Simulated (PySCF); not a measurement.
# C2H2F2 (Ethene, 1,1-difluoro-): the cost of one run

The runs use PySCF 2.14.0, with density-fitted response routines of our own; the level of theory stands in each step. All values are computed, except where a source is named. Atoms are numbered from 0 throughout.

## (1) The molecule as given

6 atoms, charge 0, multiplicity 1; geometry from: GFN2-xTB. The atoms were then displaced at random by about 0.01 Å, so the start is not that level's minimum.

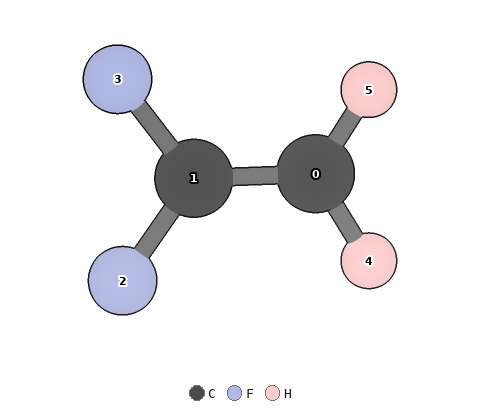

As it starts; carbon dark grey, fluorine light blue, hydrogen pink, atoms numbered.

## (2) Relaxing the molecule at PBE0-D3(BJ)/def2-TZVP

The job: settings as JSON, then the geometry in Å.

```
{"job": {"xc": "PBE0", "basis": "def2-TZVP", "d3": "d3bj", "grid": 2, "shake": 0.01, "kind": "geom"}, "charge": 0, "multiplicity": 1}
C     -0.698570    -0.104310    -0.102010
C      0.566620     0.058540     0.075640
F      1.211710     1.210130     0.023450
F      1.456550    -0.917520     0.335290
H     -1.337320     0.767790    -0.323850
H     -1.174840    -1.044640    -0.053180
```

The run is started by

```
OMP_NUM_THREADS=1 python probes_run.py task.json out
```

One launch serves the whole session: the jobs run in the order shown.

Q: Estimate the wall time and peak memory of this first job on 1 thread of Arm Neoverse V2, shared host.

About 30 s, with a peak of 0.55 GiB.
